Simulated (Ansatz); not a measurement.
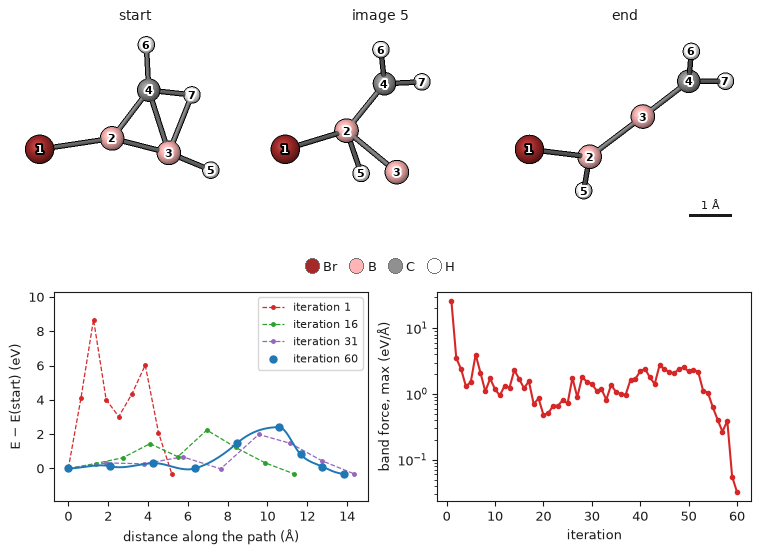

A search for the minimum-energy path of CH₃B₂Br by the nudged elastic band. Images are numbered from 0 (start) to 8 (end). The plot follows the band through its iterations. A ball-and-stick model, seen at a tilt.

The calculation used RKS PBE-D4/def2-mTZVP (Ansatz). Settings: 7 movable images; climbing image; force threshold 0.05 eV/Å; iteration limit 60; spring constant 20.0 eV/Å²; starting path through a guess of the saddle point.

How did the profile develop, and is the result final?

The run is converged, with reservations. The band converged in 60 iterations. The largest component of the band force went from 26 to 0.033 eV/Å. The climbing image converged on the top of the path. Its curvatures weren't checked. The first iteration put the highest image at 8.69 eV. The energy climbs by 2.41 eV to image 5 and then falls by 2.72 eV, so the end point sits at −0.31 eV. The profile has 2 maxima (images 2, 5) with a dip at image 3 (0.00 eV), so the process runs in steps.
